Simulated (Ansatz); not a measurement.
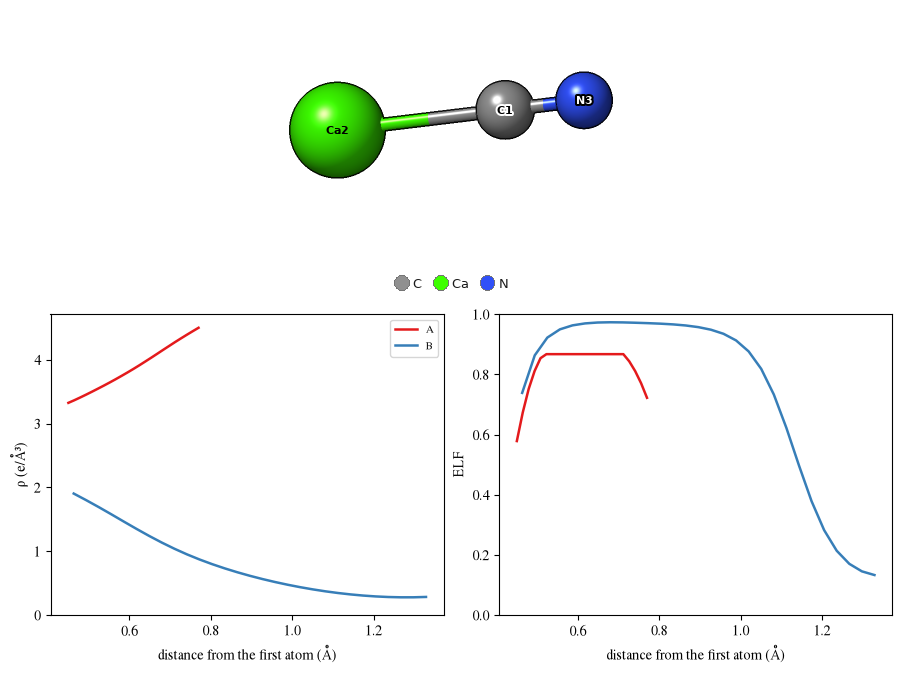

CCaN (charge −1). Total electron density and electron localisation function along straight lines between neighbouring atoms. The curves leave out the atomic cores. The structure is drawn too.

Geometry: PBE0-D4/def2-TZVPD; the highest occupied orbital lies above zero, a sign that basis and functional describe the outermost electron poorly.

These are results of Ansatz 0.2.0, isolated molecule in a Gaussian basis; Kohn-Sham density functional theory, functional PBE0, not measurements.

Which curve belongs to which contact (C–Ca and C–N)? The first atom named is at distance zero.

Curve A: C–N (1.16 Å): ρ at the midpoint is about 3.7 e/Å³; the ELF peaks at about 0.85 between the atoms (a short, multiple covalent bond). Curve B: C–Ca (2.47 Å): ρ at the midpoint is about 0.28 e/Å³; the ELF peaks at about 1 in the valence shell of C, 0.7 Å from its nucleus, and is about 0.20 at the midpoint.
